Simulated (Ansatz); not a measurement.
## Electronic structure of Cl2H2MoO3 in real space

```xyz
8

Cl   -1.4113    1.5542   -1.2936
Cl    0.0853    1.8733    1.4588
Mo   -0.3842    0.0256    0.0908
O    -1.5435   -0.7006    1.0019
O     1.3252   -0.5127    0.6611
O    -0.1792   -1.1460   -1.3191
H     1.7416   -0.0339    1.3903
H     0.4584   -1.1170   -2.0460
```

Geometry: PBE0-D4/def2-SVP; core potentials replace the inner electrons of Mo.

Computed with Ansatz, isolated molecule in a Gaussian basis; Kohn-Sham density functional theory, functional PBE0.

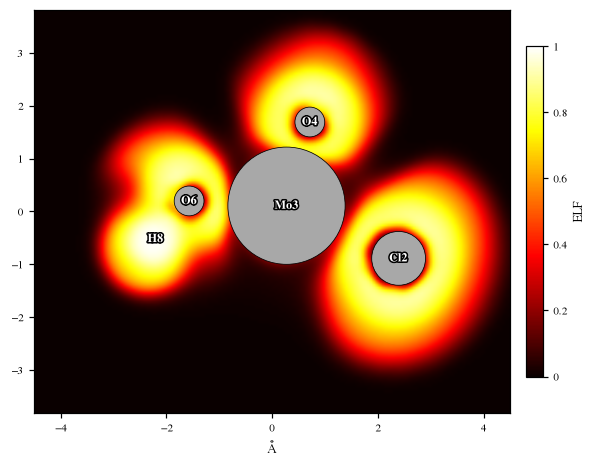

Figure 1. Electron localisation function on the plane of atoms O4, Mo3 and O6. Grey discs cover the atomic cores.

Describe what can be read from this map.

The plane passes through Cl, Mo, O and H nuclei.
Mo–O (1.64 Å): the ELF peaks at about 0.75 in the valence shell of O, 0.5 Å from its nucleus, and drops to about 0.40 between the two atoms.
O–H (0.97 Å): the ELF climbs to about 1 towards the hydrogen, as it does in any bond to H: a covalent bond by its length.
Mo–O (1.84 Å): the ELF peaks at about 0.85 in the valence shell of O, 0.5 Å from its nucleus, and drops to about 0.25 between the two atoms.
Mo–Cl (2.35 Å): the ELF peaks at about 0.85 in the valence shell of Cl, 0.8 Å from its nucleus, and is about 0.40 at the midpoint.

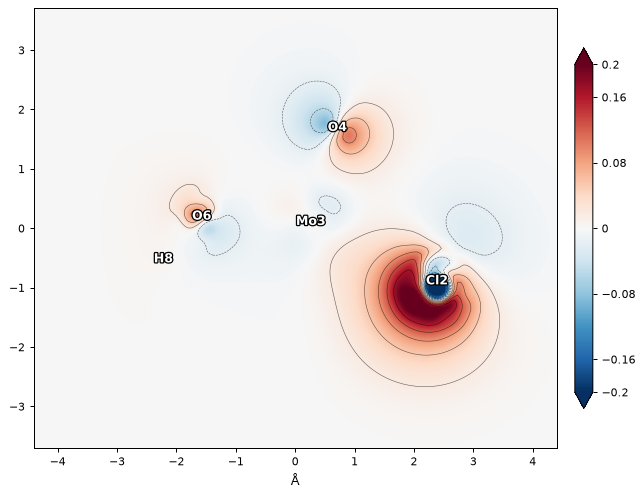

Figure 2. The HOMO on the plane of atoms O4, Mo3 and O6 (values in Å⁻³ᐟ²; the overall sign is arbitrary).

Where does this orbital lie, and at what energy?

It lies mainly on Cl2 (about 55 %) and Cl1 (about 35 %); largely a combination of lone pairs on Cl2 and Cl1. Its energy is −8.76 eV.
